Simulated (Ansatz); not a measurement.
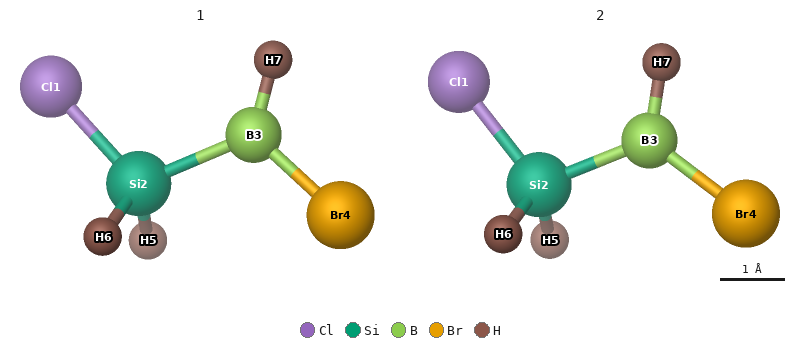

Two geometries of BSiH$_{3}$BrCl (coarse preliminary run), drawn at one scale. One is the start of a relaxation, the other its converged end. The picture is a ball-and-stick view, seen from a free direction.

Method: Ansatz, RKS PBE-D4/def2-SVP. Settings: force threshold 0.03 eV/Å; at most 200 steps.

### Which one is relaxed?

Structure 1 is the relaxed one. The start comes from a force field. H7 moves most after the best rigid fit: 0.19 Å. Largest moves by element: H 0.19 Å, Cl 0.15 Å, B 0.12 Å, Br 0.09 Å, Si 0.02 Å. Some distances before and after: Si2–B3 1.919 → 2.019 Å, B3–Br4 1.966 → 1.909 Å, Si2–H6 1.465 → 1.506 Å, Si2–H5 1.478 → 1.506 Å. Bond angles that change, for instance: Si2–B3–H7 120.1° → 126.7°, Si2–B3–Br4 123.2° → 116.7°, Cl1–Si2–B3 108.3° → 111.5°. Over 5 geometry steps the energy falls by 16.9 kJ/mol. The largest force component goes from 1.6 to 0.0076 eV/Å.
